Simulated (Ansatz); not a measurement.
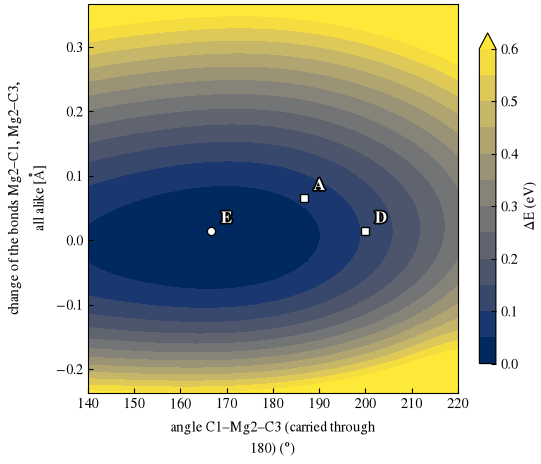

C2H5Mg, SMILES [CH2+][Mg][CH3], charge +1. 
- Coordinates scanned: (1) angle C1–Mg2–C3 (carried through 180); (2) change of the bonds Mg2–C1, Mg2–C3, all alike.
- Nothing is relaxed (all other coordinates rigid).
- The grid has 13 × 13 points.
- Points are written as (first, second).
- Energies: eV, counted from the relaxed molecule at the same level.
- Computed with RKS PBE-D4/def2-SVP (Ansatz).

In the figure: filled contours, one colour for all values above the top of the scale, lettered points. Between grid points the surface is interpolated.

Question: Is A the lowest point of the computed grid?

Answer: No. A lies 0.06 eV above the lowest grid point, which is at (166.7°, 0.014 Å).

Question: Rank the lettered points by energy, lowest first.

Answer: E (0.0017 eV), A (0.06 eV), D (0.11 eV).

Question: What kind of point is each of A, D, E: minimum, saddle, maximum or slope?

Answer: A: on a slope; D: on a slope; E: minimum. (In these two coordinates alone; a stationary point may lie a little off the grid point.)
